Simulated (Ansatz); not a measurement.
# CH6AsGeN: the cost of one run

Computed with Ansatz 0.2.0, driven from Python. Level of theory: CAM-B3LYP/def2-SVP.

### Step 1. Starting point

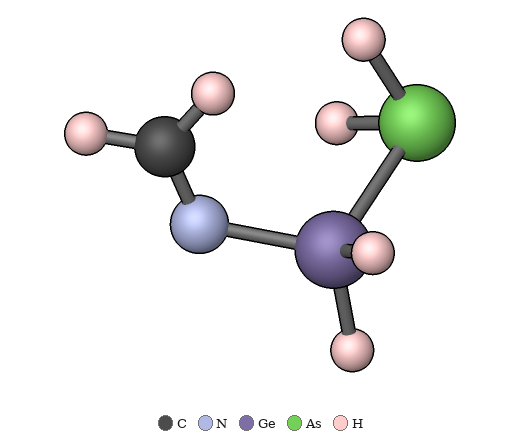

The starting structure, viewed from a chosen angle; carbon dark grey, nitrogen light blue, germanium purple, arsenic green, hydrogen pink.

The script reads ch6asgen.xyz:

```xyz
10

C    -1.20590    1.08810    0.75940
N    -1.30280    0.25330   -0.20990
Ge   -0.13010   -1.17310   -0.37230
As    2.10300   -0.35140   -0.68020
H    -0.43450    0.98180    1.51640
H    -1.90510    1.91370    0.82910
H    -0.19180   -2.04320    0.90890
H    -0.53210   -2.03000   -1.59970
H     1.61890    0.74020   -1.68970
H     1.98040    0.62060    0.53810
```

### Step 2. The script

Input file scan_ch6asgen.py:

```python
"""Stretching a bond of CH6AsGeN, the rest held rigid."""

from dataclasses import dataclass
import warnings

import ansatz as az
import matplotlib.pyplot as plt
import numpy as np


@dataclass(frozen=True)
class RunConfig:
    basis: str = "def2-SVP"
    xc: str = "CAM-B3LYP"


settings = RunConfig()


def main() -> None:
    warnings.simplefilter("ignore", az.DeckWarning)

    mol = az.Crystal.molecule_from_extxyz("ch6asgen.xyz")

    symbols = [site.symbol for site in mol.cartesian_sites]
    start = np.array([site.position_ang for site in mol.cartesian_sites])
    axis = (start[8] - start[3]) / np.linalg.norm(start[8] - start[3])
    moving = [8]
    lengths, energies = [1.376, 1.439, 1.501, 1.564, 1.626, 1.689, 1.751, 1.845], []
    for length in lengths:
        xyz = start.copy()
        xyz[moving] += (length - np.linalg.norm(start[8] - start[3])) * axis
        point = az.Crystal.molecule()
        for symbol, place in zip(symbols, xyz):
            point = point.atom(symbol, place.tolist())
        calc = (
            point.calculation()
            .basis(gaussian=settings.basis)  # the orbital basis, by name
            .functional(settings.xc)
            .accuracy("medium")  # preset for grids and thresholds
        )
        data = calc.run().report
        energies.append(data["free_energy_ev"])
        print(f"r = {length:6.3f} A  E = {energies[-1]:.5f} eV  <S^2> = {abs(data['mean_field']['state']['spin_squared']):.3f}")

    # quartic fit about the minimum
    fit = np.polynomial.Polynomial.fit(lengths, np.array(energies) - min(energies), 4).convert()
    roots = [r.real for r in fit.deriv().roots() if abs(r.imag) < 1e-9 and fit.deriv(2)(r.real) > 0]
    r_e = min(roots, key=lambda r: abs(r - lengths[int(np.argmin(energies))]))
    print(f"minimum of the fit at {r_e:.4f} A, force constant {fit.deriv(2)(r_e):.2f} eV/A^2")
    plt.figure(figsize=(4.5, 3))
    plt.plot(lengths, np.array(energies) - min(energies), "o-")
    plt.xlabel("bond length (A)")
    plt.ylabel("E - E(min) (eV)")
    plt.tight_layout()
    plt.savefig("scan.png", dpi=100)


if __name__ == "__main__":
    main()
```

### Step 3. The input behind the calls

The engine receives this input (first run):

```yaml
crystal:
  periodic: [false, false, false]
  atoms:
    - { symbol: C, position_ang: [-1.2059, 1.0881, 0.7594] }
    - { symbol: "N", position_ang: [-1.3028, 0.2533, -0.2099] }
    - { symbol: Ge, position_ang: [-0.1301, -1.1731, -0.3723] }
    - { symbol: As, position_ang: [2.103, -0.3514, -0.6802] }
    - { symbol: H, position_ang: [-0.4345, 0.9818, 1.5164] }
    - { symbol: H, position_ang: [-1.9051, 1.9137, 0.8291] }
    - { symbol: H, position_ang: [-0.1918, -2.0432, 0.9089] }
    - { symbol: H, position_ang: [-0.5321, -2.03, -1.5997] }
    - { symbol: H, position_ang: [1.6769985287997895, 0.6091932781701089, -1.5685463854092387] }
    - { symbol: H, position_ang: [1.9804, 0.6206, 0.5381] }
accuracy: medium
basis:
  gaussian:
    orbitals: def2-SVP
hamiltonian:
  xc: cam_b3lyp
```

### Step 4. Launch

On the command line:

```bash
> python scan_ch6asgen.py
```

What time and memory should one allow on 1 thread of Arm Neoverse V1, shared host?

About 54 s, with a peak of 0.47 GiB.
